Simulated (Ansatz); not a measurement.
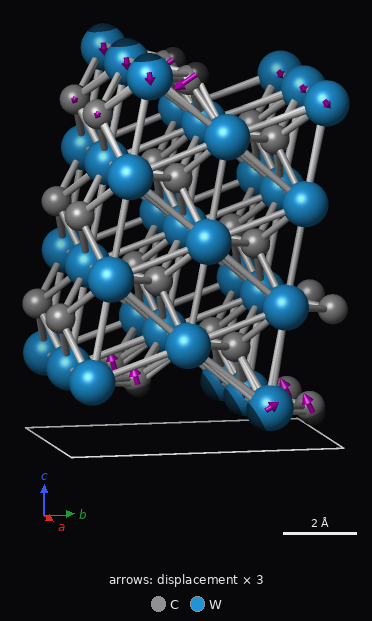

This is a relaxation of a slab of composition WC (cut from the P-6m2 phase). The starting structure is drawn faded, the final one solid; purple arrows show the displacements, magnified 3 times.

Style: ball-and-stick. Shown: the 2 × 1 repeat of the cell, outlined in the plane, without the vacuum (origin shifted), slightly off an axis.

The slab is the (2 1 0) face of WC.

Method: DFT PBE, scalar-relativistic, plane waves, PAW in Ansatz. (plane-wave cutoff 420 eV; k-point mesh 12 × 5 × 1; occupations gaussian; smearing width 0.1 eV; no spin polarisation; dipole correction; atoms relaxed in a fixed cell; force threshold 0.02 eV/Å; at most 60 steps)

> Which element moves most?

Carbon: up to 0.26 Å, against 0.15 Å for tungsten.

> What happened in the run?

Over 5 geometry steps the energy falls by 1.397 eV per cell of the calculation. The largest force component goes from 3 to 0.0053 eV/Å. The largest move relative to the layer's centre is that of a C atom, 0.26 Å at 57° to the normal (−c side). Largest moves by element: C 0.26 Å, W 0.15 Å. The cell stays as it was. Some distances before and after: C–W 2.207 → 2.034 Å, W–W 2.922 → 2.811 Å, C–W 2.207 → 2.121 Å, W–W 2.922 → 2.860 Å. Among the angles between lasting bonds that change: W–C–W 135.1° → 145.3°, W–C–W 135.1° → 144.2°, W–C–W 80.3° → 88.8°. Cost: 4.3 min on 8 threads of Intel(R) Xeon(R) Processor @ 2.50GHz (Skylake/Cascade Lake), with other jobs on the host, peak memory 3 GiB.
